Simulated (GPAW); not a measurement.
**CH3ClGe (SMILES [CH3][Ge][Cl]) at 6 levels**

We compute a comparison of 6 runs (PBE/real-space grid, RPBE/real-space grid, r2SCAN/plane waves, LDA (PW92)/sz(dzp), PBE/dzp, RPBE/dzp) of CH3ClGe. Input form: an ASE script.

Program for the calculation: GPAW 26.7.0.

3 further runs of the same task are left out: 3 set aside as unsound or not needed.

**1. The system as given**

CH3ClGe has 6 atoms, charge 0, and is taken as a singlet. As SMILES, `[CH3][Ge][Cl]`. The coordinates come from a PBE0-D4/def2-TZVP relaxation.

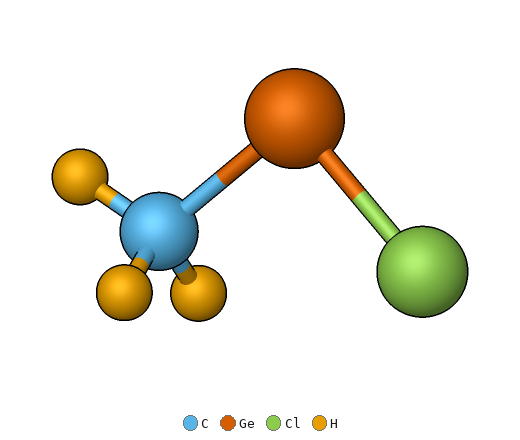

The structure, seen from a chosen angle (carbon blue, germanium orange, chlorine green, hydrogen amber).

**2. The solvation energy at PBE/real-space grid (scalar-relativistic datasets, continuum, electrostatics alone, water's cavity DMSO) (run 1)**

Input file solv.py:

```python
import numpy as np
from ase import Atoms
from ase.units import Bohr, Debye, kcal, mol
from gpaw import GPAW
from gpaw.solvation import EffectivePotentialCavity, GradientSurface, LinearDielectric, Power12Potential, SolvationGPAW

# Structure
positions_bohr = np.array(
              [[ -0.680490,   0.856046,  -0.445597],
               [  2.655632,   0.120187,   1.098120],
               [  2.077376,  -3.978440,   1.466994],
               [ -0.898754,   2.865959,  -0.858503],
               [ -2.181878,   0.250011,   0.841117],
               [ -0.892329,  -0.234893,  -2.189248]])
molecule = Atoms("CGeClHHH", positions=positions_bohr * Bohr)
molecule.set_cell([14.0, 14.0, 14.0])
molecule.center()

# Calculator
calc = GPAW(mode="fd", xc="PBE", maxiter=100, legacy_gpaw=True, h=0.16, txt="-")
molecule.calc = calc
e_gas = molecule.get_potential_energy()
mu_gas = np.linalg.norm(molecule.get_dipole_moment()) / Debye

# Dielectric constant of DMSO; cavity of the water model, electrostatics alone
solvent = dict(cavity=EffectivePotentialCavity(effective_potential=Power12Potential(atomic_radii={"H": 1.09}, u0=0.18),
                                               temperature=298.15, surface_calculator=GradientSurface()),
               dielectric=LinearDielectric(epsinf=46.7),
               interactions=[])
calc = SolvationGPAW(mode="fd", h=0.16, xc="PBE", maxiter=100, txt="-", **solvent)
molecule.calc = calc
e_sol = molecule.get_potential_energy()
mu_sol = np.linalg.norm(molecule.get_dipole_moment()) / Debye
dg = (e_sol - e_gas) / (kcal / mol)
print(f"Electrostatic solvation energy: {dg:.2f} kcal/mol")
print(f'Dipole {mu_gas:.3f} D in gas, {mu_sol:.3f} D in solution')
```

Started as:

```console
python solv.py > solv.log
```

What it wrote:

```text
[...]
    cutoffs:
[...]
  Total Charge: 0.000000
[...]
Number of atoms: 6
[...]
Number of bands in calculation: 15
Number of valence electrons: 18
[...]
iter:   1 hh:mm:ss   -29.948378
[...]
Converged after 23 iterations.
Dipole moment: (-0.097231, 0.439196, -0.107479) |e|*Ang
[...]
Fermi level: -4.65738
[...]
      Finite-difference x-derivative with O(h^6) error (6 points)
      Finite-difference y-derivative with O(h^6) error (6 points)
      Finite-difference z-derivative with O(h^6) error (6 points)
    Max iterations: 1000
[...]
iter:  22 hh:mm:ss   -26.603068c  -7.44c -5.12c
Converged after 22 iterations.
Dipole moment: (-0.131549, 0.655929, -0.155004) |e|*Ang
Energy contributions relative to reference atoms: (reference = -70717.685850)
Kinetic:        +32.201716
Potential:      -35.039796
External:        +0.000000
XC:             -23.944352
Entropy (-ST):   +0.000000
Local:           +0.179364
--------------------------
Free energy:    -26.603068
Extrapolated:   -26.603068
Solvation cavity surface area: 127.01021
Solvation cavity volume: not calculated (no calculator defined)
 Band  Eigenvalues  Occupancy
    0    -20.14104    2.00000
    1    -16.94292    2.00000
    2    -12.18775    2.00000
    3     -9.73681    2.00000
    4     -9.61608    2.00000
    5     -8.36117    2.00000
    6     -7.89183    2.00000
    7     -7.67018    2.00000
    8     -5.62771    2.00000
    9     -3.08950    0.00000
   10     -0.79369    0.00000
   11     -0.31042    0.00000
   12      0.12984    0.00000
   13      0.66101    0.00000
[...]
Fermi level: -4.35861
Gap: 2.538 eV
Transition (v -> c):
  (s=0, k=0, n=8, [0.00, 0.00, 0.00]) -> (s=0, k=0, n=9, [0.00, 0.00, 0.00])
No difference between direct/indirect transitions
Electrostatic solvation energy: -4.55 kcal/mol
Dipole 2.221 D in gas, 3.298 D in solution
```

Run time: 21 min. Hardware: 1 thread of AMD EPYC (Zen 3), shared host; peak memory 2.1 GiB.

**3. Energy and one-electron properties at RPBE/real-space grid (scalar-relativistic datasets) (run 2)**

Input file molecule.xyz:

```xyz
6

C     -0.360100     0.453000    -0.235800
Ge     1.405300     0.063600     0.581100
Cl     1.099300    -2.105300     0.776300
H     -0.475600     1.516600    -0.454300
H     -1.154600     0.132300     0.445100
H     -0.472200    -0.124300    -1.158500
```

Input file molecule.py:

```python
import numpy as np
from ase.io import read
from ase.units import Debye
from gpaw import GPAW

atoms = read('molecule.xyz')
atoms.center(vacuum=4.5)

dft = GPAW(mode='fd', h=0.25, xc='RPBE', maxiter=100, symmetry='off', txt='-')
atoms.calc = dft

energy = atoms.get_potential_energy()
print(f'Energy = {energy:.5f} eV')
forces = atoms.get_forces()
print('Forces (eV/Ang)')
for symbol, f in zip(atoms.symbols, forces):
    print(f'{symbol:2} {f[0]:9.4f} {f[1]:9.4f} {f[2]:9.4f}')
dipole = atoms.get_dipole_moment() / Debye
print(f'Dipole                  {np.linalg.norm(dipole):.3f} D')
homo, lumo = dft.get_homo_lumo()
print(f'HOMO = {homo:.3f} eV')
print(f'LUMO                    {lumo:.3f} eV')
print(f'Gap = {lumo - homo:.3f} eV')
```

Started as:

```console
python3 -u molecule.py | tee molecule.out
```

What it wrote:

```text
[...]
Number of symmetries: 1
[...]
  Number of IBZ points: 1
[...]
Spin-components: 1 (collinear spins)
Bands:           15
[...]
  Valence electrons: 18.0
[...]
  Grid points: [48 52 44]
  Charge: 0.0  # |e|
[...]
    cutoffs:
[...]
occupation numbers:
  # Zero width
[...]
xc functional:
  name: RPBE with 2 nearest neighbor stencil
[...]
|iter     |     time |      energy | eigst |  dens |
[...]
|iter:   1| 00:00:06 |  -28.923757 | +0.82 |       |
[...]
|iter:  14| 00:00:39 |  -25.415066c| -7.46c| -5.82c|
Converged in 14 steps
[...]
Energy contributions relative to reference atoms: (reference = -70729.986621)
Energy contributions:
  Kinetic:          33.066886
  Coulomb:         -35.793513
  Zero:              0.641209
  External:          0.000000
  Xc:              -23.329649
  Entropy:           0.000000
  Spinorbit:         0.000000
  ----------------------------
  Free energy:     -25.415066
  Extrapolated:    -25.415066
dipole moment: (-0.093885, 0.445237, -0.105998)  # |e|*Ang
Fermi level: -4.594
[...]
Gap: 2.423 eV
Transition (v -> c):
[...]
Forces (eV/Ang)
C    -0.2140   -0.3622    0.9557
Ge    0.5019    0.4255    0.1272
Cl   -0.0453   -0.6092    0.0919
H    -0.0029    0.0493   -0.3187
H    -0.0362   -0.1176    0.2435
H     0.0140   -0.0386    0.1588
Dipole                  2.244 D
HOMO = -5.805 eV
LUMO                    -3.382 eV
Gap = 2.423 eV
```

Run time: 42 s. Hardware: 1 thread of AMD EPYC (Zen 3), shared host; peak memory 0.34 GiB.

Run 3 isn't shown in full; the table further down has it.

**4. The charge distribution at LDA (PW92)/sz(dzp) (scalar-relativistic datasets) (run 4)**

Input file run.xyz:

```xyz
6

C     -0.360100     0.453000    -0.235800
Ge     1.405300     0.063600     0.581100
Cl     1.099300    -2.105300     0.776300
H     -0.475600     1.516600    -0.454300
H     -1.154600     0.132300     0.445100
H     -0.472200    -0.124300    -1.158500
```

Input file sp.py:

```python
import numpy as np
from ase.io import read
from ase.units import Debye
from gpaw import GPAW

# Set up the molecule
atoms = read('run.xyz')
atoms.center(vacuum=4.5)

# DFT calculator
gpaw_calc = GPAW(mode='lcao',
                 maxiter=100,
                 basis='sz(dzp)',
                 symmetry='off',
                 h=0.25,
                 xc='LDA',
                 txt='run.txt')
atoms.calc = gpaw_calc

energy = atoms.get_potential_energy()
print(f'Energy = {energy:.5f} eV')
forces = atoms.get_forces()
print('Forces (eV/Ang)')
for symbol, f in zip(atoms.symbols, forces):
    print(f'{symbol:2} {f[0]:9.4f} {f[1]:9.4f} {f[2]:9.4f}')
dipole = atoms.get_dipole_moment() / Debye
print(f'Dipole: {np.linalg.norm(dipole):.3f} D')
homo, lumo = gpaw_calc.get_homo_lumo()
print(f'HOMO = {homo:.3f} eV')
print(f'LUMO                    {lumo:.3f} eV')
print(f'Gap                     {lumo - homo:.3f} eV')
```

Started as:

```console
python sp.py
```

What it wrote:

```text
Energy = -22.62647 eV
Forces (eV/Ang)
C     2.3852   -0.5086    1.0191
Ge    1.1266    1.4132    0.2624
Cl   -0.2767   -1.5211    0.1059
H    -0.4127    2.9271   -0.8776
H    -2.2190   -0.8704    2.0405
H    -0.4206   -1.4233   -2.3209
Dipole: 1.297 D
HOMO = -6.199 eV
LUMO                    -3.939 eV
Gap                     2.259 eV
```

run.txt:

```text
__  _  _
 | _ |_)|_||  |
 |__||  | ||/\| - 26.7.0

units:  Angstrom and eV
cores:  1
OpenMP: False

Versions:
  Python: 3.12.14
  ASE:    3.29.0
  Numpy:  2.5.5
  Scipy:  1.18.1
  Libxc:  7.0.0

[... 61 lines left out ...]
|   |                                coordinates |     weight |
[... 167 lines left out ...]
  Fourier metric: weight=20.0, sigma=0.015
[... 221 lines left out ...]
Reference energy: -70592.136760  # eV
[... 29 lines left out ...]
convergence criteria:
[... 15 lines left out ...]
Converged in 9 steps
[... 15 lines left out ...]
dipole moment: (0.032158, 0.266894, -0.025376)  # |e|*Ang
[... 17 lines left out ...]
Forces  # eV/Ang
|        x |        y |        z |
|----------|----------|----------|
|  2.38522 | -0.50864 |  1.01907 |  # C    0
|  1.12661 |  1.41323 |  0.26235 |  # Ge   1
| -0.27667 | -1.52110 |  0.10586 |  # Cl   2
| -0.41273 |  2.92714 | -0.87760 |  # H    3
| -2.21900 | -0.87040 |  2.04051 |  # H    4
| -0.42055 | -1.42329 | -2.32088 |  # H    5

Force computation time: 0.122  # s

timing:  # [seconds]
  Total:  16.248  # ━━━━━━━━━━━━━━━━━━━━━━━━━━━━━━━━━━━━━━━━━━━━━━━━━━━━━━━━━
  Init:    9.815  # ━━━━━━━━━━━━━━━━━━━━━━━━━━━━━━━━━━╸
  SCF:     6.151  # ━━━━━━━━━━━━━━━━━━━━━╸
  Forces:  0.122  # ╸

Max RSS: 327.645  # MiB
```

It took 18 s on 1 thread of AMD EPYC (Zen 3), shared host; peak memory 0.32 GiB.

Run 5 isn't shown in full; the table further down has it.

**5. The charge distribution at RPBE/dzp (scalar-relativistic datasets) (run 6)**

Input file mol.xyz:

```xyz
6

C     -0.360100     0.453000    -0.235800
Ge     1.405300     0.063600     0.581100
Cl     1.099300    -2.105300     0.776300
H     -0.475600     1.516600    -0.454300
H     -1.154600     0.132300     0.445100
H     -0.472200    -0.124300    -1.158500
```

Input file mol.py:

```python
import numpy as np
from ase.io import read
from ase.units import Debye
from gpaw import GPAW

# Set up the molecule
atoms = read("mol.xyz")
atoms.center(vacuum=4.5)

# Ground state
calculator = GPAW(mode="lcao",
                  basis="dzp",
                  h=0.22,
                  xc="RPBE",
                  maxiter=100,
                  symmetry="off",
                  txt="-")
atoms.calc = calculator

energy = atoms.get_potential_energy()
print(f"Energy: {energy:.5f} eV")
forces = atoms.get_forces()
print("Forces (eV/Ang)")
for symbol, f in zip(atoms.symbols, forces):
    print(f'{symbol:2} {f[0]:9.4f} {f[1]:9.4f} {f[2]:9.4f}')
dipole = atoms.get_dipole_moment() / Debye
print(f"Dipole = {np.linalg.norm(dipole):.3f} D")
homo, lumo = calculator.get_homo_lumo()
print(f"HOMO = {homo:.3f} eV")
print(f"LUMO: {lumo:.3f} eV")
print(f"Gap                     {lumo - homo:.3f} eV")
```

Started as:

```console
OMP_NUM_THREADS=1 python mol.py
```

What it wrote:

```text
[...]
Number of symmetries: 1
[...]
  Number of IBZ points: 1
[...]
basis functions: 54
Spin-components: 1 (collinear spins)
Bands:           15
[...]
  Valence electrons: 18.0
[...]
  Grid points: [52 56 48]
  Charge: 0.0  # |e|
[...]
    cutoffs:
[...]
occupation numbers:
  # Zero width
[...]
xc functional:
  name: RPBE with 2 nearest neighbor stencil
[...]
|iter     |     time |      energy | eigst |  dens |
[...]
|iter:   1| 00:00:13 |  -26.164226 |      c|       |
[...]
|iter:   9| 00:00:26 |  -24.004221c|      c| -4.28c|
Converged in 9 steps
[...]
Energy contributions relative to reference atoms: (reference = -70729.986621)
Energy contributions:
  Kinetic:          43.215383
  Coulomb:         -43.250225
  Zero:              0.372220
  External:          0.000000
  Xc:              -24.341599
  Entropy:           0.000000
  Spinorbit:         0.000000
  ----------------------------
  Free energy:     -24.004221
  Extrapolated:    -24.004221
dipole moment: (-0.092530, 0.369989, -0.094735)  # |e|*Ang
Fermi level: -4.281
[...]
Gap: 2.372 eV
Transition (v -> c):
[...]
Forces (eV/Ang)
C     0.0256    0.0607    0.0065
Ge    0.7377    0.6340    0.2171
Cl   -0.1011   -0.7864    0.0565
H    -0.1039    0.7895   -0.2110
H    -0.5260   -0.2652    0.4299
H    -0.0788   -0.3747   -0.5961
Dipole = 1.888 D
HOMO = -5.467 eV
LUMO: -3.095 eV
Gap                     2.372 eV
```

It took 28 s on 1 thread of AMD EPYC (Zen 3), shared host; peak memory 0.39 GiB.

**6. The series**

```tsv
run	level	task	grid spacing	energy (Eh)	dipole moment (D)	HOMO energy (eV)	LUMO energy (eV)	wall time
1	PBE/real-space grid (scalar-relativistic datasets, continuum, electrostatics alone, water's cavity DMSO)	solvation	0.16	-2599.804666	3.30	-5.63	-3.09	21 min
2	RPBE/real-space grid (scalar-relativistic datasets)	properties	0.25	-2600.213052	2.24	-5.81	-3.38	42 s
3	r2SCAN/plane waves (scalar-relativistic datasets)	properties	–	-2600.269178	2.28	-6.10	-3.39	3 min
4	LDA (PW92)/sz(dzp) (scalar-relativistic datasets)	properties	0.25	-2595.044684	1.30	-6.20	-3.94	18 s
5	PBE/dzp (scalar-relativistic datasets)	properties	0.2	-2599.745087	1.90	-5.52	-3.18	31 s
6	RPBE/dzp (scalar-relativistic datasets)	properties	0.22	-2600.161205	1.89	-5.47	-3.09	28 s
```

**7. Outcome**

```
                                                               quantity        value
run 6, RPBE/dzp: energy as printed (from the program's reference atoms)  -24.0042 eV
                                         run 6, RPBE/dzp: dipole moment       1.89 D
                                           run 6, RPBE/dzp: HOMO energy     -5.47 eV
                                           run 6, RPBE/dzp: LUMO energy     -3.09 eV
                                         run 6, RPBE/dzp: HOMO–LUMO gap      2.37 eV
```

The dipole moment (its size) runs from 1.30 D (LDA (PW92)/sz(dzp)) to 3.30 D (PBE/real-space grid). The two ends differ in method and basis and solvent. The HOMO–LUMO gap runs from 2.26 eV (LDA (PW92)/sz(dzp)) to 2.70 eV (r2SCAN/plane waves). The two ends differ in method and basis. Totals of different functionals can't be ranked against each other. All runs together took 26 min, the longest 21 min.
